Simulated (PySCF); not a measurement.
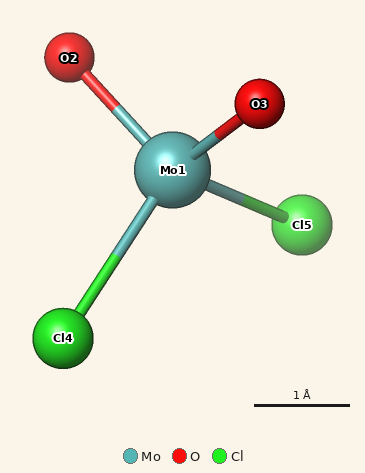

Fig. 1: The input geometry (ball-and-stick view, seen at a tilt; atoms are numbered from 1 in the order of the input). Sticks mark near contacts. Bond lengths as drawn: Cl–Mo 2.27 Å and Mo–O 1.69 Å.

## Frequency calculation, with input and output: MoO$_{2}$Cl$_{2}$

- system: MoO$_{2}$Cl$_{2}$
- method: RKS-based PBE, Mo def2-SVP with ECP28, O def2-SVP, Cl def2-SVP; non-relativistic Hamiltonian with a scalar-relativistic core potential; density fitting (PySCF 2.14.0)

Input file:
```python
from pyscf import gto, scf, dft
mol = gto.M(atom='''
Mo     0.000000     0.000000    -0.280709
O      0.000000     1.352262    -1.289497
O      0.000000    -1.352262    -1.289497
Cl     1.886243     0.000000     0.982786
Cl    -1.886243     0.000000     0.982786''',
    basis={'Mo': 'def2-SVP', 'O': 'def2-SVP', 'Cl': 'def2-SVP'},
    ecp={'Mo': 'def2-SVP'},
    charge=0, spin=0)
mf = dft.RKS(mol, xc='PBE')
mf.grids.atom_grid = (75, 302)
aux = {'Mo': 'def2-universal-JKFIT', 'O': 'def2-universal-JKFIT', 'Cl': 'def2-universal-JKFIT'}
mf = mf.density_fit(auxbasis=aux)
mf.conv_tol = 1e-09
mf.diis_space = 10
mf.max_cycle = 60
mf.verbose = 4
mf.kernel()
```

The script is an equivalent of the set-up of the self-consistent field. The run itself was carried out by a driver, which started from the orbitals of the step before it where there was one and computed the further properties.

Launched with:
```bash
OMP_NUM_THREADS=2 python axn.py task.json out
```

Output:
```
init E= -1138.37022567513
  HOMO = -0.304088185485978  LUMO = -0.166383725400552  gap/eV = 3.74713
cycle= 1 E= -1138.37022567511  delta_E= 2.43e-11  |g|= 9.82e-06  |ddm|= 7.68e-06
  HOMO = -0.304086097431409  LUMO = -0.166384370030967  gap/eV = 3.74705
Extra cycle  E= -1138.37022567457  delta_E= 5.41e-10  |g|= 5.36e-05  |ddm|= 3.88e-05
converged SCF energy = -1138.37022567457
```

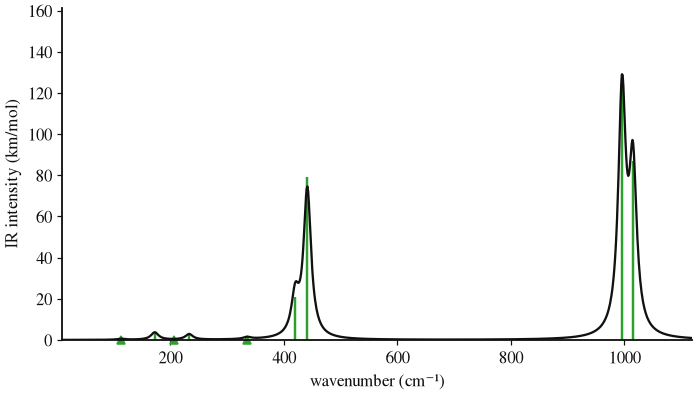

Fig. 2: Harmonic infrared spectrum, unscaled: sticks (degenerate modes added up, dark ones marked on the axis) with a Lorentzian envelope of 16 cm⁻¹ full width, scaled to the tallest stick. 9 modes from 114 to 1015 cm⁻¹, none imaginary. The strongest line is at 996 cm⁻¹ (129 km/mol). All modes, in cm⁻¹ (km/mol): 114 (0.6), 173 (4.0), 207 (0.0), 234 (3.0), 336 (1.1), 420 (21), 442 (79), 996 (129), 1015 (87).

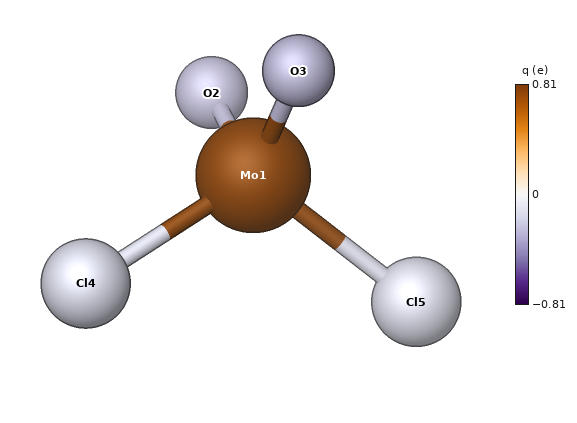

Fig. 3: Mulliken charges, as the colour of each atom (ball-and-stick view, seen at a tilt; atoms are numbered from 1 in the order of the input). By element: Mo +0.77, O −0.26 and Cl −0.13 e.

Key numbers:

| quantity | value |
| --- | --- |
| outcome | converged |
| total energy | −1138.370226 hartree |
| HOMO | −8.27 eV |
| LUMO | −4.53 eV |
| zero-point energy | 0.008968 hartree |
| dipole moment | 1.24 D |
| wavenumbers, lowest and highest | 114 and 1015 cm⁻¹ |
| hardware | 2 threads of Arm Neoverse N1, 60 GiB of memory available, shared host |
| wall time | 80 s (CPU time 2.5 min) |
| peak memory | 1.2 GiB |
